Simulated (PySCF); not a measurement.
## Electronic structure of C6H14OSi in real space

Input file:

```
{"job": {"xc": "PBE0", "basis": "6-31G*", "kind": "nmr", "pop": true}, "charge": 0, "multiplicity": 1}
C      3.364955     0.125932    -0.223116
O      2.267396    -0.482019     0.407293
C      1.060832     0.258520     0.328769
C      0.448337     0.307680    -1.080709
C     -1.058030     0.500598    -0.936923
C     -1.598023    -0.553293     0.039733
C     -3.013579    -0.231346     0.502744
Si    -0.257092    -0.627341     1.405583
H      3.526803     1.141995     0.160275
H      4.234892    -0.488299     0.004549
H      3.235798     0.177430    -1.310380
H      1.253191     1.287307     0.673455
H      0.648606    -0.649547    -1.568423
H      0.885344     1.101212    -1.691483
H     -1.253940     1.497616    -0.533545
H     -1.552277     0.432353    -1.908833
H     -1.628781    -1.513477    -0.486452
H     -3.036872     0.714271     1.039704
H     -3.382534    -1.008564     1.167646
H     -3.691404    -0.156686    -0.347129
H     -0.620199     0.163303     2.586579
H      0.156166    -1.978261     1.769813
```

Command:

```sh
OMP_NUM_THREADS=1 python ens_run.py task.json out
```

Geometry: GFN2-xTB.

Level of theory: PySCF, PBE0/6-31G*, SCF density, gas phase, non-relativistic.

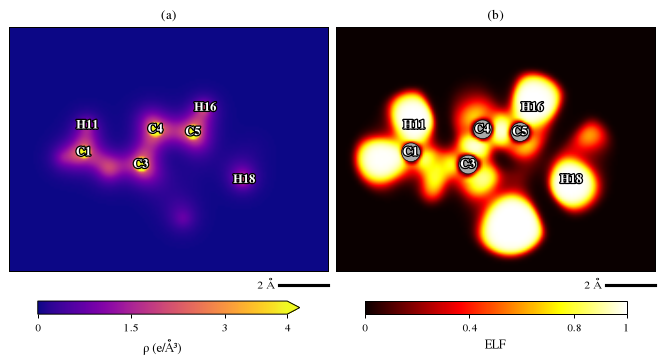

Figure 1. (a) total electron density; (b) ELF on the plane of atoms C3, C4 and C5. Grey discs cover the atomic cores in the ELF map.

**Describe what can be read from this map.**

- The plane passes through C and H nuclei.
- C–C (1.54 Å): ρ is about 1.6 e/Å³ halfway; the ELF peaks at about 0.95 between the atoms: a covalent bond.
- C–H (1.10 Å): ρ at the midpoint is about 2 e/Å³; the ELF climbs to about 1 towards the hydrogen, as it does in any bond to H: a covalent bond by its length.
- The ELF also peaks beside O2, away from the bonds: lone-pair regions.

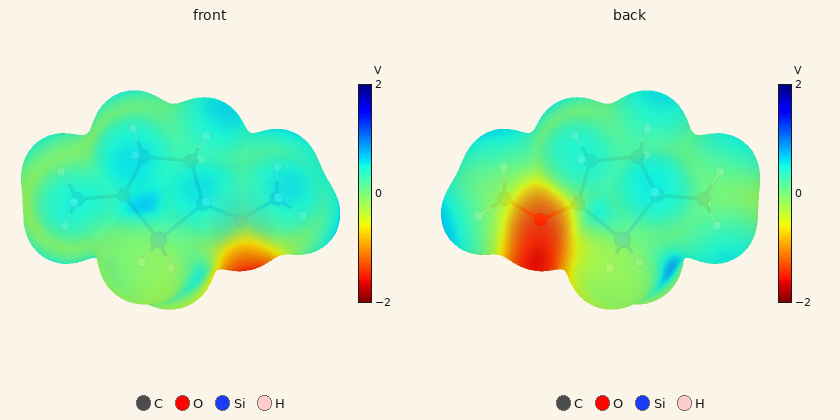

Figure 2. The electrostatic potential painted on the density surface at 0.002 e/bohr³, seen from the front and from behind; the colour scale runs from red (negative) to blue (positive).

**Where is the surface potential most negative and most positive?**

The most negative region (about −1.6 V) lies over O2, the most positive (about +0.7 V) over Si8 and H10. O2 is the likeliest acceptor of a hydrogen bond.

**How polar is the molecule by this calculation?**

Its dipole moment is 1.43 D.
